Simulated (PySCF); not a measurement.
C2H5NS, SMILES `N=CCS`.

Method: ωB97X/def2-SVPD; geometry: GFN2-xTB; program: PySCF. No frequency check shows the geometry to be a minimum. GFN2-xTB bond lengths at metals and heavier atoms can be off by up to 0.1 Å and shapes distorted, which carries into these values.

Cartesian coordinates (Å):

```
N1      -2.0784    0.3237    0.3147
C2      -1.1525   -0.0838   -0.4254
C3       0.0054   -0.7984    0.1738
S4       1.5119    0.2248   -0.0381
H5      -2.8321    0.8246   -0.1492
H6      -1.0819    0.0702   -1.5105
H7      -0.1521   -0.9875    1.2340
H8       0.2189   -1.7252   -0.3577
H9       1.0875    1.2486    0.6992
```

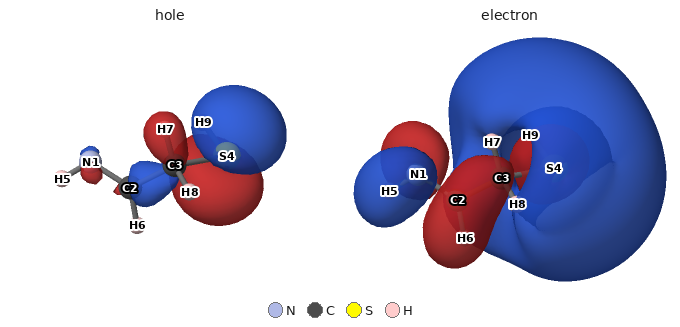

Leading natural transition orbital pair of S₃ (TDA singlet states); the surfaces enclose about 85 % of each orbital's density.

Where does the state lie, and where do hole and electron sit?

Answer. 6.46 eV (192 nm), f = 0.059, partly diffuse acceptor orbital; the leading pair carries 98 %; hole on S4 (81 %) and C3 (6 %), electron on S4 (40 %), H9 (20 %) and N1 (12 %) (atom shares of so diffuse an orbital are rough); their centroids lie 0.7 Å apart. In canonical orbitals it is mainly HOMO → LUMO+1 (52 %). The HOMO–LUMO gap is 11.11 eV.
